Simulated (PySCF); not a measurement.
# NMR shielding calculation of C₂H₆FNSi

C₂H₆FNSi, SMILES C=C(F)[SiH2]N, computed with GIAO PBE0/6-31G NMR shielding, non-relativistic, gas phase (PySCF 2.14.0).

The geometry comes from this level: PBE0-D3(BJ)/def2-SVP. Figures and captions count atoms from 1; the log counts them from 0 in places.

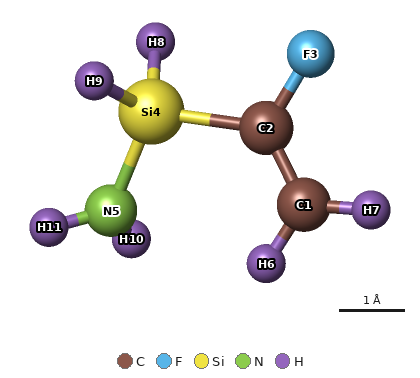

**Figure 1.** The structure as given in the input (ball-and-stick view, seen at a tilt; atoms are numbered from 1 in the order of the input). Bond lengths as drawn: C–C 1.33 Å, C–F 1.35 Å, C–H 1.09 Å, C–Si 1.89 Å, H–N 1.01 Å, H–Si 1.49 to 1.50 Å and N–Si 1.73 Å.

Input file
```
{"job": {"kind": "nmr", "xc": "PBE0", "basis": "6-31G", "pop": true}, "charge": 0, "multiplicity": 1}
C     -1.730532    -0.476585    -0.382693
C     -0.951732     0.603576    -0.421710
F     -1.467956     1.798973    -0.766364
Si     0.893027     0.630541    -0.020569
N      1.324237    -0.884214     0.687720
H     -1.283515    -1.434316    -0.110891
H     -2.796979    -0.427343    -0.620414
H      1.121145     1.838769     0.834409
H      1.699927     0.775945    -1.268009
H      1.048491    -1.125758     1.632111
H      2.193442    -1.333754     0.428135
```

The first line tells a small driver script what to run in PySCF; the rest is the geometry in Å.

Hardware: 1 CPU thread, shared host.

Launched with:
```bash
OMP_NUM_THREADS=1 python <driver script> task.json out
```

The program's output
```
coarse grid: 9664 points
cycle   1  E = -523.3696332789  dE =  4.842e-01  |g| = 5.752e-01  |ddm| = 3.042e+00
cycle   2  E = -523.3085102946  dE =  6.112e-02  |g| = 7.982e-01  |ddm| = 1.122e+00
cycle   3  E = -523.4382554625  dE = -1.297e-01  |g| = 6.626e-02  |ddm| = 6.776e-01
cycle   4  E = -523.4393311767  dE = -1.076e-03  |g| = 3.071e-02  |ddm| = 1.071e-01
cycle   5  E = -523.4395439848  dE = -2.128e-04  |g| = 1.095e-02  |ddm| = 3.480e-02
cycle   6  E = -523.4395739272  dE = -2.994e-05  |g| = 1.485e-03  |ddm| = 1.185e-02
cycle   7  E = -523.4395745955  dE = -6.683e-07  |g| = 3.253e-04  |ddm| = 2.295e-03
final grid: 89176 points
cycle   8  E = -523.4027399292  dE = -7.826e-06  |g| = 8.215e-03  |ddm| = 1.431e-02
cycle   9  E = -523.4027254867  dE =  1.444e-05  |g| = 1.189e-02  |ddm| = 1.711e-02
cycle  10  E = -523.4027549305  dE = -2.944e-05  |g| = 9.368e-04  |ddm| = 1.044e-02
cycle  11  E = -523.4027551313  dE = -2.008e-07  |g| = 2.007e-04  |ddm| = 1.117e-03
cycle  12  E = -523.4027551402  dE = -8.885e-09  |g| = 8.231e-05  |ddm| = 2.353e-04
cycle  13  E = -523.4027551420  dE = -1.802e-09  |g| = 1.265e-05  |ddm| = 9.272e-05
cycle  14  E = -523.4027551421  dE = -4.707e-11  |g| = 4.489e-06  |ddm| = 2.364e-05
```

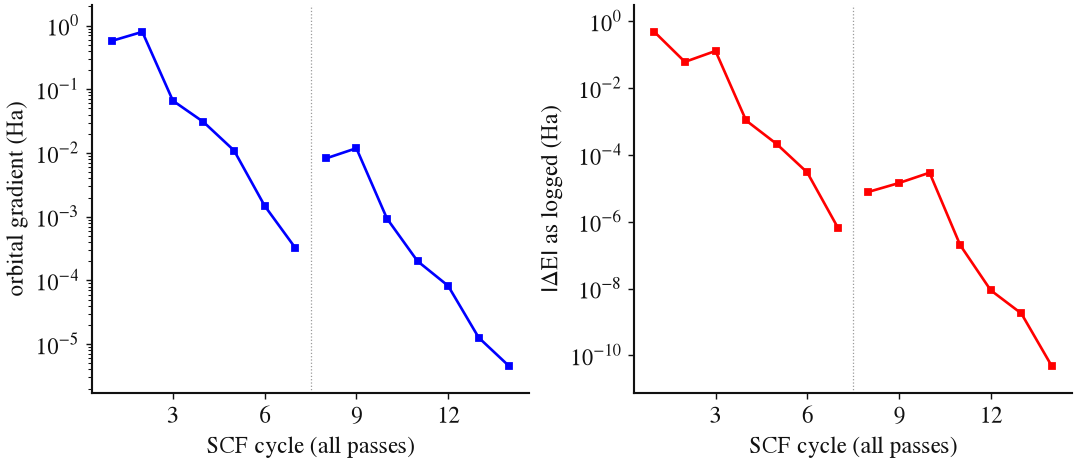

**Figure 2.** Convergence of the self-consistent field: orbital gradient and size of the energy change against the SCF cycle. The dotted line marks the change from a coarse to the final integration grid. The first 7 cycles use a coarse grid, the final grid takes over at cycle 8, and the field converges after 14 cycles in all.

```
converged SCF energy = -523.4027551421

GIAO shielding tensors (ppm)
atom      isotropic    diamagn.    paramagn.     s11        s22        s33       span
  0 C       90.528     258.436    -167.908    -23.011    116.627    177.968    200.979
  1 C       32.625     256.384    -223.759    -61.209     67.917     91.167    152.376
  2 F      281.903     470.604    -188.701    150.099    267.711    427.899    277.800
  3 Si     468.873     880.578    -411.705    425.904    461.191    519.523     93.619
  4 N      274.165     322.469     -48.304    245.268    269.387    307.840     62.572
  5 H       26.649      31.489      -4.841     24.135     24.540     31.271      7.137
  6 H       26.876      29.378      -2.502     23.043     26.346     31.237      8.194
  7 H       27.645      28.790      -1.145     23.350     26.146     33.439     10.089
  8 H       27.822      29.123      -1.301     24.335     25.924     33.209      8.874
  9 H       33.353      30.967       2.385     25.330     29.003     45.725     20.394
 10 H       33.022      30.454       2.568     24.891     27.932     46.243     21.352
```

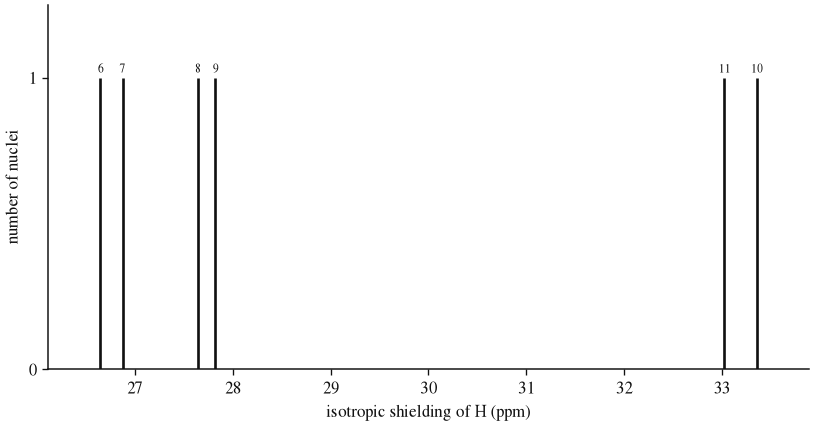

**Figure 3.** Isotropic shieldings of the hydrogen nuclei in this fixed geometry, labelled by atom number; shielding grows to the right, so chemical shift grows to the left. The least shielded is H6 (26.6 ppm), the most shielded H10 (33.4 ppm).

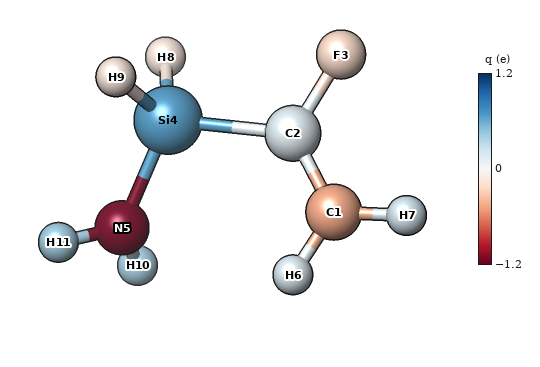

**Figure 4.** ESP-fitted charges, as the colour of each atom (ball-and-stick view, seen at a tilt; atoms are numbered from 1 in the order of the input). By element: C −0.44 to +0.14, F −0.22, Si +0.68, N −1.15 and H −0.14 to +0.44 e.

Summary

| quantity | value |
| --- | --- |
| outcome | converged |
| total energy | −523.402755 hartree |
| HOMO | −7.20 eV |
| LUMO | 0.28 eV |
| dipole moment | 2.82 D |
| isotropic shielding, C | 32.6 to 90.5 ppm |
| isotropic shielding, F | 281.9 ppm |
| isotropic shielding, Si | 468.9 ppm |
| isotropic shielding, N | 274.2 ppm |
| isotropic shielding, H | 26.6 to 33.4 ppm |
| wall time | 9.2 s |
| peak memory | 0.5 GiB |
